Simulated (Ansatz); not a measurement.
**BNH (doublet): inputs that go wrong at angle N2–B1–H3 = 107.8°**

4 inputs are run for BNH (doublet) as typed; the log has to tell whether the result can be used and what must change.

The runs use Ansatz 0.2.0, Gaussian basis; the settings change from run to run.

12 further runs of the same task are left out: 1 for a mislabelled method, 9 that didn't finish, 2 set aside as unsound or not needed.

## 1. What is computed

The geometry derives from a PBE0/def2-TZVP stationary point (not a proven minimum). One angle is set to the value named; bond lengths are kept.

3 atoms, charge 0, spin multiplicity 2.

Atoms are counted from 1 here; the program's logs count them from 0.

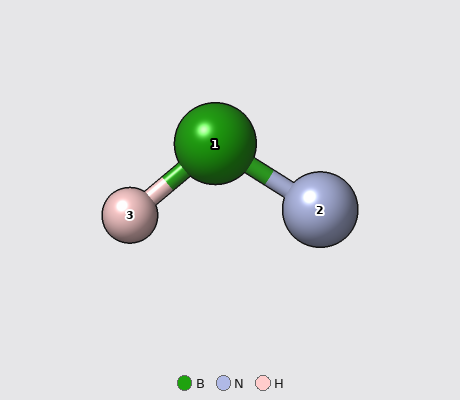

The structure; boron green, nitrogen light blue, hydrogen pink; atoms are numbered from 1 in the order of the file.

## 2. Attempt 1

Contents of in.yaml:

```yaml
crystal:
  periodic: [false, false, false]
  atoms:
    - {symbol: B, position_ang: [-0.444224, 0.000000, 0.535147]}
    - {symbol: N, position_ang: [0.325067, 0.000000, -0.519815]}
    - {symbol: H, position_ang: [0.247429, 0.000000, 1.483640]}
basis:
  gaussian: {orbitals: 6-31G}
magnetization: {spin_polarized: false, initial_magnetization: 1}
correlation: {method: sc_nevpt2, electrons: all, active_space: {window: {electrons: 3, orbitals: 2}}}
scf: {lower_state_search: light}
output: {forces: true}
```

The run is started by

```
$ ansatz run in.yaml --threads 1 --pin off --events-out ev --progress --plain --max-ram 2393MiB
```

What it wrote:

```text
Functional definition: HF
  name "HF"
  cite "Fock, Z. Phys. 61, 126 (1930) doi:10.1007/BF01340294"
  parent pbe
  exchange = exact_x
  correlation = 0
290 factors; integrals over basis functions are off by at most 2.5e-4 eV
mean field evaluation 1: about -2161.2577 eV, gradient 2.7e1 eV
mean field evaluation 2: about -2161.2608 eV, gradient 2.7e1 eV
mean field evaluation 4: about -2164.0605 eV, gradient 2.4e0 eV
mean field evaluation 8: about -2164.1725 eV, gradient 3.0e-1 eV
mean field evaluation 16: about -2163.8334 eV, gradient 4.4e0 eV
mean field evaluation 32: about -2164.0233 eV, gradient 2.3e0 eV
mean field -2164.18345661 eV, -79.5322750941 hartree, gradient 1.5e-6 eV, S^2 0.750000; 8 other end points of the search recorded, 0 dependent functions left out
reference -2164.18345661 eV, -79.5322750941 hartree; 7, 6 occupied and 13, 14 virtual orbitals, 290 factors
state -2164.18345661 eV, -79.5322750941 hartree
state -2164.18345661 eV, -79.5322750941 hartree; corrected -2168.39313851 eV, -79.6869780505 hartree
WARN: 1 active orbitals are nearly empty or full. The corrections depend on them more than the energy does, and are more stable in an active space without them
the calculation of the forces begins
Error: an active orbital is full or empty, and SC-NEVPT2 has no forces then: leave it out of the active space
```

Wall time 0.33 s (1 thread of Intel Xeon Platinum 8488C, shared host).

**Diagnosis.** The run stopped with an error. It says: «an active orbital is full or empty, and SC-NEVPT2 has no forces then: leave it out of the active space». Cure: drop the forces, or choose an active space whose orbitals are all partly filled.

## 3. Attempt 2

Contents of in.yaml:

```yaml
crystal:
  periodic: [false, false, false]
  atoms:
    - {symbol: B, position_ang: [-0.444224, 0.000000, 0.535147]}
    - {symbol: N, position_ang: [0.325067, 0.000000, -0.519815]}
    - {symbol: H, position_ang: [0.247429, 0.000000, 1.483640]}
basis:
  gaussian: {orbitals: 6-31G}
magnetization: {spin_polarized: false, initial_magnetization: 1}
correlation: {method: sc_nevpt2, electrons: valence, active_space: {window: {electrons: 7, orbitals: 4}}}
accuracy: high
output: {forces: true}
```

Same command.

What it wrote:

```text
Functional definition: HF
  name "HF"
  cite "Fock, Z. Phys. 61, 126 (1930) doi:10.1007/BF01340294"
  parent pbe
  exchange = exact_x
  correlation = 0
479 factors; integrals over basis functions are off by at most 4.0e-9 eV
mean field evaluation 1: about -2161.2577 eV, gradient 2.7e1 eV
mean field evaluation 2: about -2161.2608 eV, gradient 2.7e1 eV
mean field evaluation 4: about -2164.0606 eV, gradient 2.4e0 eV
mean field evaluation 8: about -2164.1725 eV, gradient 3.0e-1 eV
mean field evaluation 16: about -2164.1835 eV, gradient 2.1e-8 eV
mean field evaluation 32: about -2164.0679 eV, gradient 7.1e-1 eV
mean field evaluation 64: about -2163.9725 eV, gradient 1.4e-4 eV
mean field -2164.18354142 eV, -79.5322782110 hartree, gradient 2.2e-8 eV, S^2 0.750000; 8 other end points of the search recorded, 0 dependent functions left out
reference -2164.18354142 eV, -79.5322782110 hartree; 7, 6 occupied and 13, 14 virtual orbitals, 479 factors
state -2164.18354142 eV, -79.5322782110 hartree
state -2164.18354142 eV, -79.5322782110 hartree; corrected -2167.96915871 eV, -79.6713970804 hartree
WARN: 3 active orbitals are nearly empty or full. The corrections depend on them more than the energy does, and are more stable in an active space without them
the calculation of the forces begins
Error: an active orbital is full or empty, and SC-NEVPT2 has no forces then: leave it out of the active space
```

Wall time 0.39 s (1 thread of Intel Xeon Platinum 8488C, shared host).

Diagnosis: The run stopped with an error. It says: «an active orbital is full or empty, and SC-NEVPT2 has no forces then: leave it out of the active space». Cure: drop the forces, or choose an active space whose orbitals are all partly filled.

## 4. Attempt 3

Contents of in.yaml:

```yaml
crystal:
  periodic: [false, false, false]
  atoms:
    - {symbol: B, position_ang: [-0.444224, 0.000000, 0.535147]}
    - {symbol: N, position_ang: [0.325067, 0.000000, -0.519815]}
    - {symbol: H, position_ang: [0.247429, 0.000000, 1.483640]}
basis:
  gaussian: {orbitals: 6-31G}
magnetization: {spin_polarized: false, initial_magnetization: 1}
correlation: {active_space: {window: {electrons: 1, orbitals: 2}, states: [{multiplicity: 2, weights: [1, 1, 0.5]}]}}
```

The command is unchanged.

What it wrote:

```text
Functional definition: HF
  name "HF"
  cite "Fock, Z. Phys. 61, 126 (1930) doi:10.1007/BF01340294"
  parent pbe
  exchange = exact_x
  correlation = 0
462 factors; integrals over basis functions are off by at most 1.1e-7 eV
mean field evaluation 1: about -2161.2577 eV, gradient 2.7e1 eV
mean field evaluation 2: about -2161.2608 eV, gradient 2.7e1 eV
mean field evaluation 4: about -2164.0606 eV, gradient 2.4e0 eV
mean field evaluation 8: about -2164.1725 eV, gradient 3.0e-1 eV
mean field evaluation 16: about -2163.8335 eV, gradient 4.4e0 eV
mean field evaluation 32: about -2164.0235 eV, gradient 2.3e0 eV
mean field -2164.18354140 eV, -79.5322782103 hartree, gradient 1.5e-6 eV, S^2 0.750000; 8 other end points of the search recorded, 0 dependent functions left out
reference -2164.18354140 eV, -79.5322782103 hartree; 7, 6 occupied and 13, 14 virtual orbitals, 462 factors
Error: 3 states are sought, and the space of determinants holds 2 states of this symmetry and spin
```

Wall time 0.21 s (1 thread of Intel Xeon Platinum 8488C, shared host).

Diagnosis: The run stopped with an error. It says: «3 states are sought, and the space of determinants holds 2 states of this symmetry and spin». Cure: ask for fewer states or enlarge the space.

## 5. Attempt 4

Contents of in.yaml:

```yaml
crystal:
  periodic: [false, false, false]
  atoms:
    - {symbol: B, position_ang: [-0.444224, 0.000000, 0.535147]}
    - {symbol: N, position_ang: [0.325067, 0.000000, -0.519815]}
    - {symbol: H, position_ang: [0.247429, 0.000000, 1.483640]}
basis:
  gaussian: {orbitals: 6-31G}
magnetization: {spin_polarized: false, initial_magnetization: 1}
correlation: {active_space: {ras: {orbitals: [4, 1, 13], electrons: 29, max_holes: 2, max_particles: 2}, fixed_orbitals: true}}
output: {forces: true}
```

The command is unchanged.

What it wrote:

```text
Functional definition: HF
  name "HF"
  cite "Fock, Z. Phys. 61, 126 (1930) doi:10.1007/BF01340294"
  parent pbe
  exchange = exact_x
  correlation = 0
290 factors; integrals over basis functions are off by at most 2.5e-4 eV
mean field evaluation 1: about -2161.2577 eV, gradient 2.7e1 eV
mean field evaluation 2: about -2161.2608 eV, gradient 2.7e1 eV
mean field evaluation 4: about -2164.0605 eV, gradient 2.4e0 eV
mean field evaluation 8: about -2164.1725 eV, gradient 3.0e-1 eV
mean field evaluation 16: about -2163.8334 eV, gradient 4.4e0 eV
mean field evaluation 32: about -2164.0233 eV, gradient 2.3e0 eV
mean field -2164.18345661 eV, -79.5322750941 hartree, gradient 1.5e-6 eV, S^2 0.750000; 8 other end points of the search recorded, 0 dependent functions left out
reference -2164.18345661 eV, -79.5322750941 hartree; 7, 6 occupied and 13, 14 virtual orbitals, 290 factors
Error: 29 electrons in 18 orbitals form no window around the highest filled level of the reference
```

Run time: 0.18 s. Hardware: 1 thread of Intel Xeon Platinum 8488C, shared host.

**Diagnosis.** The run stopped with an error. The electron count of the restricted space is wrong. Cure: count the correlated electrons again.

## 6. How the runs ended

```csv
attempt,level,ended,cause,time
1,"NEVPT2(3,2)/6-31G",stopped by an error,"an active orbital is full or empty, and SC-NEVPT2 has no forces then: leave it out of the active space",0.33 s
2,"NEVPT2(7,4)/6-31G",stopped by an error,"an active orbital is full or empty, and SC-NEVPT2 has no forces then: leave it out of the active space",0.39 s
3,"CASSCF(1,2)/6-31G",stopped by an error,"3 states are sought, and the space of determinants holds 2 states of this symmetry and spin",0.21 s
4,CISD/6-31G,stopped by an error,the electron count of the restricted space is wrong,0.18 s
```

4 stopped by an error.
